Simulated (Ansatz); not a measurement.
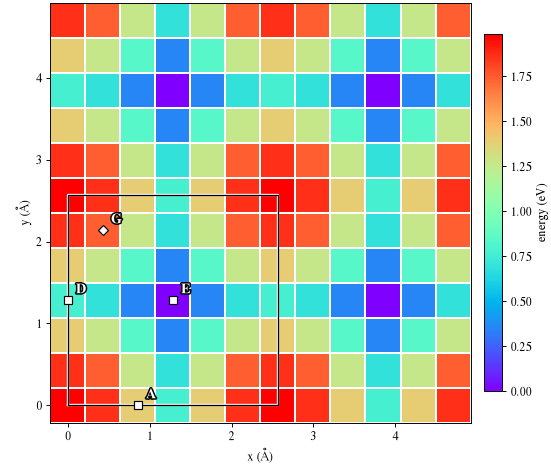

O on a Cu(100) slab cut from the Fm-3m phase, its upper half relaxed before the scan (12 atoms of substrate and one adsorbate in a 2 × 2 cell). 
- O is moved over the surface cell; relaxed at each place: the height of the adsorbate's atoms; substrate rigid; the origin of the map has the adsorbate above Cu9.
- Places are given modulo a cell vector. The map is drawn in real space over the plane of the surface.
- Grid: 6 × 6 points; 10 points were computed and 26 follow by symmetry.
- Places are given in fractions of the 1 × 1 surface cell.
- All energies are given in eV relative to the lowest grid point.
- The runs have no spin polarisation; a magnetic state may lie lower.
- Theory: Ansatz, DFT PBE, scalar-relativistic, plane waves, PAW. Settings: cutoff 420 eV, k-mesh 5×5×1, gaussian smearing 0.1 eV, no spin polarisation.

In the figure: one coloured cell a grid point, the outline of one cell of the 2 × 2 shown, lettered points.

Rank the lettered points by energy, lowest first.

E (0.00 eV), D (0.77 eV), A (1.39 eV), G (1.74 eV).

What kind of point is each of A, D, E, G: minimum, saddle, maximum or slope?

A: on a slope; D: saddle point; E: minimum; G: on a slope. (In these two coordinates alone; a stationary point may lie a little off the grid point.)

PAW datasets: the set soft_1.
